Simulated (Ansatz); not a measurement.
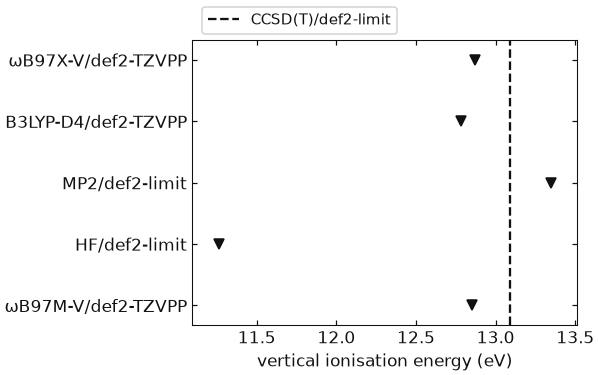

Vertical ionisation energy of GaHOF₂, SMILES [OH][Ga]([F])[F], singlet, taken as the energy of the cation less that of the neutral at fixed geometry (unrestricted doublet cation, cores frozen in correlated methods, no spin-orbit coupling), the Ansatz code 0.2.0, at a PBE0-D4/def2-TZVP geometry (a minimum by its frequencies). Limit means an estimate of the basis limit from triple and quadruple zeta; for coupled cluster it is either extrapolated directly or built as the MP2 limit plus the step from MP2 in triple zeta.

Question: Which level comes closest to the line (CCSD(T)/def2-limit), and which misses most?

Answer: Closest ωB97X-V/def2-TZVPP (12.87 eV), against 13.09 eV; farthest HF/def2-limit (11.26 eV).

Question: Give the values.

Answer:
```tsv
level	eV	less CCSD(T)/def2-limit
ωB97X-V/def2-TZVPP	12.87	−0.22
B3LYP-D4/def2-TZVPP	12.78	−0.30
MP2/def2-limit	13.35	0.26
HF/def2-limit	11.26	−1.83
ωB97M-V/def2-TZVPP	12.85	−0.23
CCSD(T)/def2-limit	13.09	0.00
```

Caveats, for all or some of the runs: no scalar relativity up to krypton; outer-core shells are correlated without core-valence functions, which makes the correlated values less sure.
